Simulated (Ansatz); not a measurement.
**Geometry relaxation of Si2H4Cl2OF2 (part 1 of 3)**

- system: Si2H4Cl2OF2
- method: RKS PBE0-D4/def2-TZVP (Ansatz 0.2.0)

The geometry is a transition state displaced along its imaginary mode. The reaction was set up to form Si1–Cl8 and O2–H7 and to break Si1–O2 and H7–Cl8 (atoms counted from 1 in the order of the input); sticks are drawn by distance alone. Figures and captions count atoms from 1; the log counts them from 0 in places.

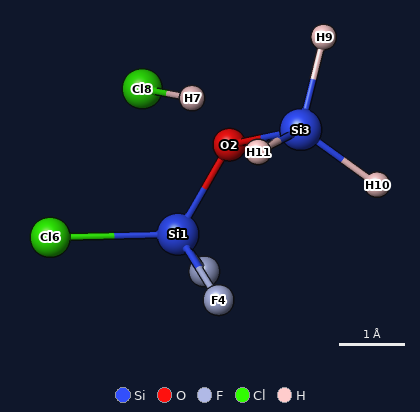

Fig. 1: The structure as given in the input (ball-and-stick view, seen at a tilt; atoms are numbered from 1 in the order of the input). Bond lengths as drawn: Cl–H 1.31 Å, Cl–Si 2.02 Å, F–Si 1.58 to 1.59 Å, H–Si 1.48 Å and O–Si 1.67 to 1.70 Å.

Input
```yaml
crystal:
  periodic: [false, false, false]
  atoms:
    - {symbol: Si, position_ang: [-0.508283, 0.351255, 1.196807]}
    - {symbol: O, position_ang: [0.199983, 0.212163, -0.305274]}
    - {symbol: Si, position_ang: [0.268123, -1.134666, -1.336774]}
    - {symbol: F, position_ang: [-1.148355, -1.089377, 1.331728]}
    - {symbol: F, position_ang: [-1.754072, 1.337018, 1.262193]}
    - {symbol: Cl, position_ang: [0.745097, 0.526112, 2.766248]}
    - {symbol: H, position_ang: [0.607150, 1.523395, -0.292537]}
    - {symbol: Cl, position_ang: [0.707155, 2.716667, 0.233835]}
    - {symbol: H, position_ang: [1.049472, -0.691886, -2.515197]}
    - {symbol: H, position_ang: [-1.115556, -1.509714, -1.718669]}
    - {symbol: H, position_ang: [0.949286, -2.240967, -0.622360]}
basis:
  gaussian: {orbitals: def2-TZVP}
hamiltonian: {xc: pbe0, dispersion: d4}
relax: {f_tol: 0.005, max_steps: 200}
```

Machine: 4 CPU threads, shared host.

Command:
```bash
ansatz run in.yaml --threads 4 --pin off --events-out ev --progress --plain --max-ram 66560MiB --backend cuda --devices 0, --max-vram 37GiB
```

What the program printed
```
Functional definition: PBE0
  name "PBE0"
  cite "Adamo & Barone, J. Chem. Phys. 110, 6158 (1999) doi:10.1063/1.478522"
  cite "Perdew, Burke & Ernzerhof, Phys. Rev. Lett. 77, 3865 (1996) doi:10.1103/PhysRevLett.77.3865"
  parent pbe
  parameter a = 0.25
  parameter kappa = 0.804
  parameter beta = 0.06672455060314922
  exchange = (1 - a)*pbe_x(kappa = kappa, mu = beta*pi^2/3) + a*exact_x
  correlation = pbe_c(beta = beta)
1711 factors; their error is unknown
mean field evaluation 1: about -48330.3245 eV, gradient 6.2e1 eV
mean field evaluation 2: about -48322.8766 eV, gradient 9.3e1 eV
mean field evaluation 4: about -48335.7851 eV, gradient 4.0e0 eV
mean field evaluation 8: about -48335.8067 eV, gradient 6.1e-2 eV
mean field evaluation 16: about -48335.9725 eV, gradient 6.1e-5 eV
mean field -48335.97249439 eV, -1776.3142258699 hartree, gradient 6.1e-5 eV, S^2 0.000000; 0 other end points of the search recorded, 0 dependent functions left out
the calculation of the forces begins
reference -48335.97253055 eV, -1776.3142271987 hartree; 46, 46 occupied and 219, 219 virtual orbitals, 1711 factors
relax step   1: F+E_penalty+E_count = -48336.28847088 eV  Δ(F+E_penalty+E_count) = +0.000e0 eV  max|allowed force component| = 2.000e0 eV/Å  Δτ_max = 0.0000 Å  (27 SCF iters, accepted)
these checks for a lower state are left out or cut short: starts, cluster_reference, orbital_swaps, neighbouring_geometries, increment
1711 factors; their error is unknown
mean field -48336.26736210 eV, -1776.3250620583 hartree, gradient 9.9e-6 eV, S^2 0.000000; 0 other end points of the search recorded, 0 dependent functions left out
[... from here on the field's lines of each further geometry are left out, up to the last ...]
relax step   2: F+E_penalty+E_count = -48336.58640474 eV  Δ(F+E_penalty+E_count) = -2.979e-1 eV  max|allowed force component| = 8.859e-1 eV/Å  Δτ_max = 0.1947 Å  (31 SCF iters, accepted)
relax step   3: F+E_penalty+E_count = -48336.81058330 eV  Δ(F+E_penalty+E_count) = -2.242e-1 eV  max|allowed force component| = 1.245e0 eV/Å  Δτ_max = 0.1999 Å  (30 SCF iters, accepted)
relax step   4: F+E_penalty+E_count = -48336.95795265 eV  Δ(F+E_penalty+E_count) = -1.474e-1 eV  max|allowed force component| = 9.808e-1 eV/Å  Δτ_max = 0.1971 Å  (31 SCF iters, accepted)
relax step   5: F+E_penalty+E_count = -48337.03185371 eV  Δ(F+E_penalty+E_count) = -7.390e-2 eV  max|allowed force component| = 6.085e-1 eV/Å  Δτ_max = 0.2000 Å  (30 SCF iters, accepted)
relax step   6: F+E_penalty+E_count = -48337.06334498 eV  Δ(F+E_penalty+E_count) = -3.149e-2 eV  max|allowed force component| = 3.348e-1 eV/Å  Δτ_max = 0.1727 Å  (29 SCF iters, accepted)
relax step   7: F+E_penalty+E_count = -48337.06962344 eV  Δ(F+E_penalty+E_count) = -6.278e-3 eV  max|allowed force component| = 1.979e-1 eV/Å  Δτ_max = 0.0963 Å  (30 SCF iters, accepted)
relax step   8: F+E_penalty+E_count = -48337.07179629 eV  Δ(F+E_penalty+E_count) = -2.173e-3 eV  max|allowed force component| = 1.981e-1 eV/Å  Δτ_max = 0.0512 Å  (30 SCF iters, accepted)
relax step   9: F+E_penalty+E_count = -48337.06287613 eV  Δ(F+E_penalty+E_count) = +8.920e-3 eV  max|allowed force component| = 6.969e-1 eV/Å  Δτ_max = 0.1954 Å  (32 SCF iters, rejected (line search))
relax step  10: F+E_penalty+E_count = -48337.07259704 eV  Δ(F+E_penalty+E_count) = -8.008e-4 eV  max|allowed force component| = 1.418e-1 eV/Å  Δτ_max = 0.0371 Å  (31 SCF iters, accepted)
relax step  11: F+E_penalty+E_count = -48337.07458482 eV  Δ(F+E_penalty+E_count) = -1.988e-3 eV  max|allowed force component| = 6.835e-2 eV/Å  Δτ_max = 0.0649 Å  (29 SCF iters, accepted)
relax step  12: F+E_penalty+E_count = -48337.07580386 eV  Δ(F+E_penalty+E_count) = -1.219e-3 eV  max|allowed force component| = 2.420e-2 eV/Å  Δτ_max = 0.0485 Å  (30 SCF iters, accepted)
relax step  13: F+E_penalty+E_count = -48337.07579541 eV  Δ(F+E_penalty+E_count) = +8.452e-6 eV  max|allowed force component| = 1.444e-1 eV/Å  Δτ_max = 0.0875 Å  (30 SCF iters, rejected (line search))
relax step  14: F+E_penalty+E_count = -48337.07620684 eV  Δ(F+E_penalty+E_count) = -4.030e-4 eV  max|allowed force component| = 1.896e-2 eV/Å  Δτ_max = 0.0427 Å  (29 SCF iters, accepted)
relax step  15: F+E_penalty+E_count = -48337.07576169 eV  Δ(F+E_penalty+E_count) = +4.452e-4 eV  max|allowed force component| = 1.444e-1 eV/Å  Δτ_max = 0.0811 Å  (30 SCF iters, rejected (line search))
relax step  16: F+E_penalty+E_count = -48337.07637705 eV  Δ(F+E_penalty+E_count) = -1.702e-4 eV  max|allowed force component| = 8.220e-3 eV/Å  Δτ_max = 0.0204 Å  (30 SCF iters, accepted)
relax step  17: F+E_penalty+E_count = -48337.07648187 eV  Δ(F+E_penalty+E_count) = -1.048e-4 eV  max|allowed force component| = 3.763e-2 eV/Å  Δτ_max = 0.0472 Å  (29 SCF iters, accepted)
relax step  18: F+E_penalty+E_count = -48337.07653008 eV  Δ(F+E_penalty+E_count) = -4.821e-5 eV  max|allowed force component| = 1.922e-2 eV/Å  Δτ_max = 0.0051 Å  (23 SCF iters, accepted)
relax step  19: F+E_penalty+E_count = -48337.07626764 eV  Δ(F+E_penalty+E_count) = +2.624e-4 eV  max|allowed force component| = 8.034e-2 eV/Å  Δτ_max = 0.0140 Å  (30 SCF iters, rejected (line search))
relax step  20: F+E_penalty+E_count = -48337.07659844 eV  Δ(F+E_penalty+E_count) = -6.836e-5 eV  max|allowed force component| = 6.848e-3 eV/Å  Δτ_max = 0.0068 Å  (31 SCF iters, accepted)
relax step  21: F+E_penalty+E_count = -48337.07672169 eV  Δ(F+E_penalty+E_count) = -1.233e-4 eV  max|allowed force component| = 1.703e-2 eV/Å  Δτ_max = 0.0329 Å  (29 SCF iters, accepted)
relax step  22: F+E_penalty+E_count = -48337.07680162 eV  Δ(F+E_penalty+E_count) = -7.993e-5 eV  max|allowed force component| = 8.883e-2 eV/Å  Δτ_max = 0.0827 Å  (29 SCF iters, accepted)
relax step  23: F+E_penalty+E_count = -48337.07701159 eV  Δ(F+E_penalty+E_count) = -2.100e-4 eV  max|allowed force component| = 5.497e-2 eV/Å  Δτ_max = 0.0191 Å  (31 SCF iters, accepted)
relax step  24: F+E_penalty+E_count = -48337.07725326 eV  Δ(F+E_penalty+E_count) = -2.417e-4 eV  max|allowed force component| = 2.981e-2 eV/Å  Δτ_max = 0.0260 Å  (30 SCF iters, accepted)
relax step  25: F+E_penalty+E_count = -48337.07752216 eV  Δ(F+E_penalty+E_count) = -2.689e-4 eV  max|allowed force component| = 6.374e-2 eV/Å  Δτ_max = 0.0850 Å  (30 SCF iters, accepted)
relax step  26: F+E_penalty+E_count = -48337.07769219 eV  Δ(F+E_penalty+E_count) = -1.700e-4 eV  max|allowed force component| = 6.038e-2 eV/Å  Δτ_max = 0.0231 Å  (30 SCF iters, accepted)
relax step  27: F+E_penalty+E_count = -48337.07792862 eV  Δ(F+E_penalty+E_count) = -2.364e-4 eV  max|allowed force component| = 4.734e-2 eV/Å  Δτ_max = 0.0177 Å  (31 SCF iters, accepted)
relax step  28: F+E_penalty+E_count = -48337.07854546 eV  Δ(F+E_penalty+E_count) = -6.168e-4 eV  max|allowed force component| = 7.389e-2 eV/Å  Δτ_max = 0.0983 Å  (31 SCF iters, accepted)
relax step  29: F+E_penalty+E_count = -48337.07909338 eV  Δ(F+E_penalty+E_count) = -5.479e-4 eV  max|allowed force component| = 5.860e-2 eV/Å  Δτ_max = 0.0594 Å  (29 SCF iters, accepted)
relax step  30: F+E_penalty+E_count = -48337.07959291 eV  Δ(F+E_penalty+E_count) = -4.995e-4 eV  max|allowed force component| = 8.547e-2 eV/Å  Δτ_max = 0.0994 Å  (30 SCF iters, accepted)
relax step  31: F+E_penalty+E_count = -48337.07969615 eV  Δ(F+E_penalty+E_count) = -1.032e-4 eV  max|allowed force component| = 1.257e-1 eV/Å  Δτ_max = 0.0576 Å  (30 SCF iters, accepted)
relax step  32: F+E_penalty+E_count = -48337.08086886 eV  Δ(F+E_penalty+E_count) = -1.173e-3 eV  max|allowed force component| = 5.850e-2 eV/Å  Δτ_max = 0.0349 Å  (30 SCF iters, accepted)
relax step  33: F+E_penalty+E_count = -48337.08144212 eV  Δ(F+E_penalty+E_count) = -5.733e-4 eV  max|allowed force component| = 6.375e-2 eV/Å  Δτ_max = 0.0448 Å  (29 SCF iters, accepted)
relax step  34: F+E_penalty+E_count = -48337.08202154 eV  Δ(F+E_penalty+E_count) = -5.794e-4 eV  max|allowed force component| = 8.764e-2 eV/Å  Δτ_max = 0.0809 Å  (29 SCF iters, accepted)
relax step  35: F+E_penalty+E_count = -48337.08243362 eV  Δ(F+E_penalty+E_count) = -4.121e-4 eV  max|allowed force component| = 9.383e-2 eV/Å  Δτ_max = 0.0393 Å  (29 SCF iters, accepted)
relax step  36: F+E_penalty+E_count = -48337.08317717 eV  Δ(F+E_penalty+E_count) = -7.435e-4 eV  max|allowed force component| = 8.212e-2 eV/Å  Δτ_max = 0.0675 Å  (29 SCF iters, accepted)
relax step  37: F+E_penalty+E_count = -48337.08383474 eV  Δ(F+E_penalty+E_count) = -6.576e-4 eV  max|allowed force component| = 8.917e-2 eV/Å  Δτ_max = 0.0836 Å  (29 SCF iters, accepted)
relax step  38: F+E_penalty+E_count = -48337.08417975 eV  Δ(F+E_penalty+E_count) = -3.450e-4 eV  max|allowed force component| = 1.023e-1 eV/Å  Δτ_max = 0.0396 Å  (29 SCF iters, accepted)
relax step  39: F+E_penalty+E_count = -48337.08451410 eV  Δ(F+E_penalty+E_count) = -3.344e-4 eV  max|allowed force component| = 1.091e-1 eV/Å  Δτ_max = 0.0413 Å  (29 SCF iters, accepted)
relax step  40: F+E_penalty+E_count = -48337.08478086 eV  Δ(F+E_penalty+E_count) = -2.668e-4 eV  max|allowed force component| = 1.235e-1 eV/Å  Δτ_max = 0.0664 Å  (30 SCF iters, accepted)
relax step  41: F+E_penalty+E_count = -48337.08515573 eV  Δ(F+E_penalty+E_count) = -3.749e-4 eV  max|allowed force component| = 1.009e-1 eV/Å  Δτ_max = 0.0260 Å  (30 SCF iters, accepted)
relax step  42: F+E_penalty+E_count = -48337.08554346 eV  Δ(F+E_penalty+E_count) = -3.877e-4 eV  max|allowed force component| = 5.299e-2 eV/Å  Δτ_max = 0.0207 Å  (30 SCF iters, accepted)
relax step  43: F+E_penalty+E_count = -48337.08597141 eV  Δ(F+E_penalty+E_count) = -4.279e-4 eV  max|allowed force component| = 1.898e-2 eV/Å  Δτ_max = 0.0527 Å  (29 SCF iters, accepted)
relax step  44: F+E_penalty+E_count = -48337.08603180 eV  Δ(F+E_penalty+E_count) = -6.039e-5 eV  max|allowed force component| = 9.566e-2 eV/Å  Δτ_max = 0.0993 Å  (31 SCF iters, accepted)
relax step  45: F+E_penalty+E_count = -48337.08635861 eV  Δ(F+E_penalty+E_count) = -3.268e-4 eV  max|allowed force component| = 3.371e-2 eV/Å  Δτ_max = 0.0219 Å  (30 SCF iters, accepted)
relax step  46: F+E_penalty+E_count = -48337.08650652 eV  Δ(F+E_penalty+E_count) = -1.479e-4 eV  max|allowed force component| = 1.921e-2 eV/Å  Δτ_max = 0.0260 Å  (30 SCF iters, accepted)
relax step  47: F+E_penalty+E_count = -48337.08652041 eV  Δ(F+E_penalty+E_count) = -1.389e-5 eV  max|allowed force component| = 8.728e-2 eV/Å  Δτ_max = 0.0922 Å  (29 SCF iters, accepted)
relax step  48: F+E_penalty+E_count = -48337.08672619 eV  Δ(F+E_penalty+E_count) = -2.058e-4 eV  max|allowed force component| = 3.418e-2 eV/Å  Δτ_max = 0.0221 Å  (31 SCF iters, accepted)
relax step  49: F+E_penalty+E_count = -48337.08678923 eV  Δ(F+E_penalty+E_count) = -6.305e-5 eV  max|allowed force component| = 1.472e-2 eV/Å  Δτ_max = 0.0121 Å  (30 SCF iters, accepted)
relax step  50: F+E_penalty+E_count = -48337.08686212 eV  Δ(F+E_penalty+E_count) = -7.289e-5 eV  max|allowed force component| = 3.698e-3 eV/Å  Δτ_max = 0.0316 Å  (29 SCF iters, accepted)
relax step  51: F+E_penalty+E_count = -48337.08666473 eV  Δ(F+E_penalty+E_count) = +1.974e-4 eV  max|allowed force component| = 7.521e-2 eV/Å  Δτ_max = 0.0946 Å  (31 SCF iters, rejected (line search))
relax step  52: F+E_penalty+E_count = -48337.08691089 eV  Δ(F+E_penalty+E_count) = -4.876e-5 eV  max|allowed force component| = 2.363e-2 eV/Å  Δτ_max = 0.0465 Å  (29 SCF iters, accepted)
relax step  53: F+E_penalty+E_count = -48337.08692828 eV  Δ(F+E_penalty+E_count) = -1.739e-5 eV  max|allowed force component| = 1.396e-2 eV/Å  Δτ_max = 0.0300 Å  (31 SCF iters, accepted)
relax step  54: F+E_penalty+E_count = -48337.08694005 eV  Δ(F+E_penalty+E_count) = -1.177e-5 eV  max|allowed force component| = 6.697e-3 eV/Å  Δτ_max = 0.0056 Å  (24 SCF iters, accepted)
the calculation of the forces begins
reference -48336.79811770 eV, -1776.3445669670 hartree; 46, 46 occupied and 219, 219 virtual orbitals, 1711 factors
relax step  55: F+E_penalty+E_count = -48337.08694330 eV  Δ(F+E_penalty+E_count) = -3.249e-6 eV  max|allowed force component| = 3.423e-3 eV/Å  Δτ_max = 0.0019 Å  (22 SCF iters, accepted)
```

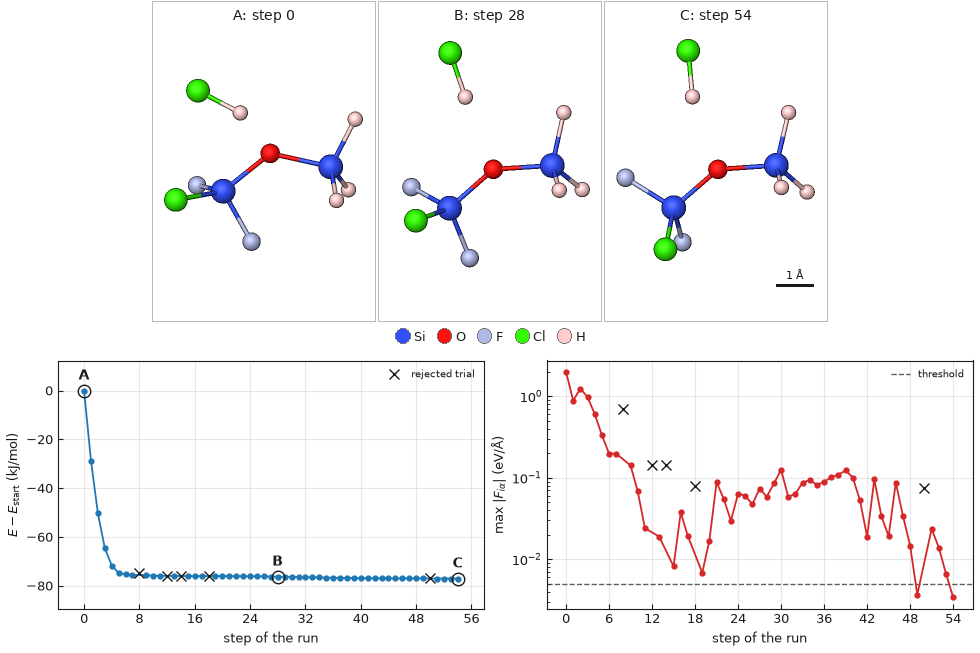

Fig. 2: Frames of the relaxation (ball-and-stick view, seen on its broad side) above the curves, on which the letters mark them (the first geometry is step 0 here and step 1 in the log).

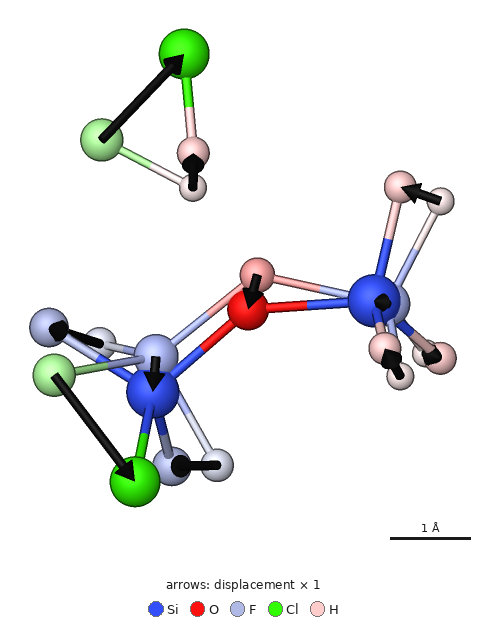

Fig. 3: Start (faint) and end (solid) with the displacements as black arrows, at true length (ball-and-stick view, seen on its broad side). The two geometries are laid on each other by the best rigid fit. Over 54 geometry steps the energy falls by 77.0 kJ/mol. The largest force component goes from 2 to 0.0034 eV/Å. The line search rejected the trial steps at points 8, 12, 14, 18, 50 (counted from 0) and went back. Cl6 moves most after the best rigid fit: 1.70 Å. By element the largest moves are Cl 1.70 Å, F 1.35 Å, H 0.71 Å, O 0.46 Å, Si 0.45 Å. Among the contacts that change: Si1–O2 1.667 → 1.603 Å, O2–Si3 1.698 → 1.665 Å, H7–Cl8 1.308 → 1.284 Å, Si1–F5 1.590 → 1.570 Å. Among the angles that change: Si1–O2–Si3 129.1° → 142.1°, O2–Si1–F4 100.0° → 110.5°, O2–Si1–F5 114.9° → 107.8°. (Atoms are counted from 1 in the order of the input.)

```
1711 factors; their error is unknown
mean field -48336.79808075 eV, -1776.3445656090 hartree, gradient 9.0e-5 eV, S^2 0.000000; 1 other end points of the search recorded, 0 dependent functions left out
the calculation of the forces begins
reference -48336.79811770 eV, -1776.3445669670 hartree; 46, 46 occupied and 219, 219 virtual orbitals, 1711 factors
Total energy: -48337.08698025 eV, -1776.3551824698 hartree
Atom 0 at    -0.710888     0.009436     1.468225 Å, force    -0.002254    -0.000713     0.003252 eV/Å
Atom 1 at    -0.060528    -0.003447     0.003241 Å, force     0.001081     0.001809    -0.002852 eV/Å
Atom 2 at     0.528469    -1.034476    -1.164396 Å, force    -0.000145    -0.000859     0.000599 eV/Å
Atom 3 at    -2.203221    -0.480336     1.411091 Å, force    -0.000479    -0.001312    -0.000336 eV/Å
Atom 4 at    -0.711670     1.493042     1.981118 Å, force     0.001692     0.000995    -0.000529 eV/Å
Atom 5 at     0.305106    -1.155415     2.754969 Å, force    -0.000084    -0.000013    -0.000218 eV/Å
Atom 6 at     0.252298     2.020728    -0.665390 Å, force     0.000783     0.003275    -0.001739 eV/Å
Atom 7 at     0.525092     3.087186    -1.326393 Å, force    -0.000755    -0.003423     0.002015 eV/Å
Atom 8 at     1.161451    -0.184463    -2.193981 Å, force    -0.000112     0.000200    -0.000004 eV/Å
Atom 9 at    -0.601723    -1.807169    -1.729301 Å, force     0.000139    -0.000144    -0.000078 eV/Å
Atom 10 at     1.515615    -1.945086    -0.539183 Å, force     0.000135     0.000185    -0.000110 eV/Å
Dipole moment:     0.138875    -0.519889    -0.090335 e Å
```

Trajectory as extended XYZ (Å, eV, eV/Å), 43 of the 55 frames kept, from step=1 to step=55
```
11
Properties=species:S:1:pos:R:3:forces:R:3 step=1 energy=-48336.28847
Si   -0.5083    0.3513    1.1968   -0.5571  -0.1391   0.0437
O     0.2000    0.2122   -0.3053   -0.6422  -1.3699   0.3888
Si    0.2681   -1.1347   -1.3368   -0.0345   0.0974   0.0815
F    -1.1484   -1.0894    1.3317   -0.1643  -0.1879   0.1406
F    -1.7541    1.3370    1.2622    0.7358  -0.5039  -0.1060
Cl    0.7451    0.5261    2.7662   -0.1544  -0.0028  -0.2480
H     0.6071    1.5234   -0.2925    0.3913  -0.0057  -0.7838
Cl    0.7072    2.7167    0.2338    0.3892   2.0001   0.4252
H     1.0495   -0.6919   -2.5152   -0.0304   0.0248   0.0808
H    -1.1156   -1.5097   -1.7187    0.0953   0.0271   0.0192
H     0.9493   -2.2410   -0.6224   -0.0288   0.0599  -0.0421
11
Properties=species:S:1:pos:R:3:forces:R:3 step=2 energy=-48336.58641
Si   -0.5324    0.2951    1.2187   -0.5131  -0.5472  -0.3135
O     0.1892    0.1943   -0.2745   -0.5512  -0.5843   0.6833
Si    0.2640   -1.1351   -1.3226    0.0287   0.1513   0.0406
F    -1.1890   -1.1418    1.3397   -0.0701  -0.0628   0.1303
F    -1.7555    1.2936    1.2825    0.6477  -0.2118  -0.1244
Cl    0.7230    0.4778    2.7669   -0.0152   0.1409  -0.1561
H     0.6344    1.5860   -0.3112    0.3266   0.8859  -0.1482
Cl    0.7860    2.8536    0.1201    0.1375   0.2054  -0.1280
H     1.0452   -0.6705   -2.4895   -0.0112   0.0171   0.0352
H    -1.1139   -1.5104   -1.7099    0.0277   0.0017  -0.0005
H     0.9490   -2.2425   -0.6201   -0.0073   0.0039  -0.0187
```
